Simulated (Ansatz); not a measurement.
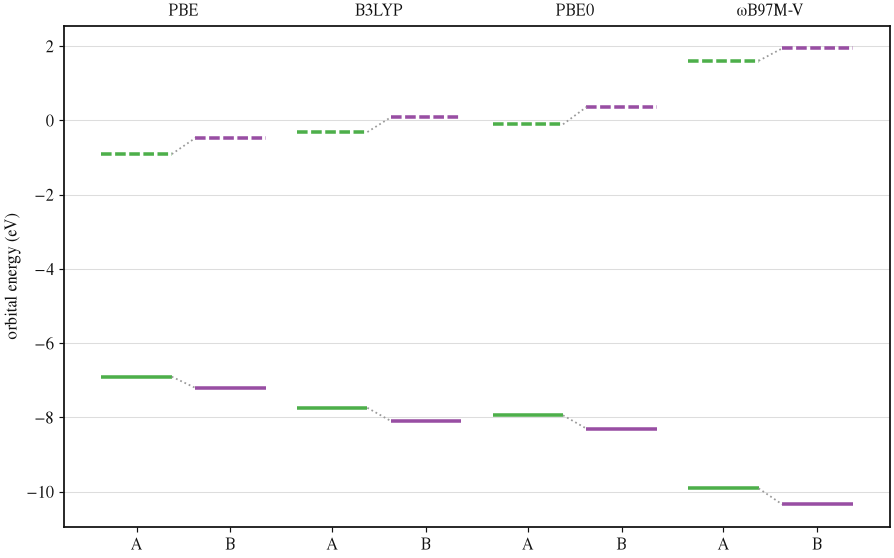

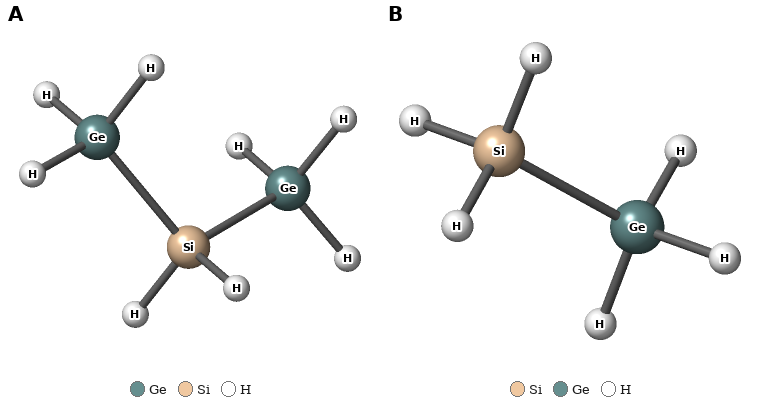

One change: A, Ge₂SiH₈ (SMILES [GeH3][SiH2][GeH3]), becomes B, GeSiH₆ (SMILES [SiH3][GeH3]). GeH₃ on Si is replaced by H. HOMO (solid) and LUMO (dashed) computed in def2-TZVPP at PBE0-D4/def2-TZVP geometries, both minima by their frequencies, gas phase, the Ansatz code. Empty levels above zero depend strongly on the basis.

What does the change do to HOMO and LUMO?

Answer. PBE: the HOMO falls by 0.30 eV, the LUMO rises by 0.43 eV, and the separation goes from 5.99 to 6.73 eV. B3LYP: the HOMO falls by 0.36 eV, the LUMO rises by 0.40 eV, and the separation goes from 7.43 to 8.18 eV. PBE0: the HOMO falls by 0.36 eV, the LUMO rises by 0.47 eV, and the separation goes from 7.84 to 8.66 eV. ωB97M-V: the HOMO falls by 0.43 eV, the LUMO rises by 0.33 eV, and the separation goes from 11.51 to 12.28 eV.

Do the functionals agree on the effect?

Answer. They agree on the direction for both levels; the HOMO shift lies between −0.43 and −0.30 eV and the LUMO shift between 0.33 and 0.47 eV, while the separations themselves differ by up to 5.6 eV between functionals.
